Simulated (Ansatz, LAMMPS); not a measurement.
# Static equation of state of amorphous 31Ga2O3-69TiO2 (mol %) (116 atoms)

Density of this cell: 4.35 g/cm³. The cell holds 116 atoms: 20 Ga, 22 Ti and 74 O. Its edges and angles: a = 11.423 Å, b = 10.874 Å, c = 11.179 Å, α = 93.0°, β = 88.0°, γ = 89.0°. The starting structure: 116 atoms (20 Fe, 22 Ti, 74 O) placed at random at 3.92 g/cm³, melted at 5000 K for 10 ps at fixed volume with the Morse and Coulomb pair potential with partial charges (Pedone, Malavasi, Menziani, Cormack and Segre, J. Phys. Chem. B 110, 11780 (2006)). Quenched from 5000 K to 300 K at 20 K/ps and fixed volume, held 10 ps at zero pressure, then minimised at fixed cell. Then Fe was replaced by Ga and the cell scaled by 1.006 (the potential has no terms for the new elements, so the cell is a start for a DFT relaxation).

Calculated with Ansatz 0.2.0: Kohn-Sham DFT, PBE, PAW (set soft_1), plane waves; cutoff 420 eV, Γ point, fixed occupations. Cell and atoms were relaxed first, to V0 = 11.944 Å³ an atom at a residual P0 = 0.002 GPa. The cell was then scaled evenly, and the atoms were relaxed at each volume.

| volume (Å³/atom) | pressure (GPa) |
| --- | --- |
| 10.750 | ? |
| 11.228 | 5.682 |
| 11.586 | 3.078 |
| 12.303 | -2.323 |
| 12.661 | -4.026 |

Task: Fit the third-order Birch–Murnaghan equation to the rows given and extrapolate to the withheld row.

**Working.**

Take the Eulerian strain f = ½[(V0/V)^(2/3) − 1] and the normalised pressure F = (P − P0) / [3f(1 + 2f)^(5/2)]. The third-order Birch–Murnaghan equation is then the line F = B0 + (3/2)B0(B′ − 4) f, so u = f and v = F.

| u = f | v = F (GPa) |
| --- | --- |
| 0.0210564 | 81.1002 |
| 0.0102569 | 95.0247 |
| -0.00975636 | 83.4511 |
| -0.0190507 | 77.6750 |

With n = 4: mean u = 6.2655e-4, mean v = 84.3128, Σ(u − ū)² = 0.0010051, Σ(u − ū)(v − v̄) = 0.17709. Slope b = 0.17709 / 0.0010051 = 176.19; intercept a = v̄ − b ū = 84.202.

So B0 = a = 84.2 GPa and B′ = 4 + 2b/(3a) = 5.39. At the withheld volume f = 0.03638, F = a + b f = 90.61 GPa, and P = P0 + 3f(1 + 2f)^(5/2) F.

Prediction at 10.750: 11.79 GPa. The run gave 8.628 GPa, so the fit is high by 3.2 GPa (37 % of the value).

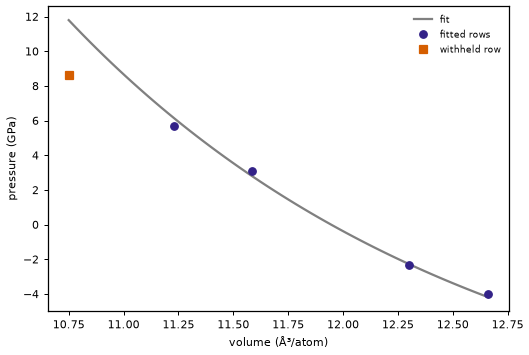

The fit, the rows that it rests on and the withheld row.

The series isn't one smooth equation of state: even a line fitted to all rows, the withheld one included, misses F by up to 15.5 %, the count of bonds changes along the series and an atom moves over 0.5 Å in some relaxation. B0 and B′ are then only the numbers of this fit, not moduli of the material. Among the rows given, the largest miss of the fit is at 11.228, by 0.48 GPa (3.8 % of the range of the table).

Limits: Static cells at zero temperature; the cell shape is held. The program notes that the SCF threshold of these relaxations is loose for the stress. The quench rate of 20 K/ps is many orders above laboratory rates, so the cell is likely richer in defects and strain than a real sample. The network of bonds at the start is that of the classical potential that made the cell, and needn't be the one that DFT or experiment would give. Only the Γ point is sampled, in a cell whose shortest periodic width is 11 Å.

[Hosts, paths, dates, database ids (printed as entryN), source tags and the programs' standing remarks are cut or masked in the printed files.]
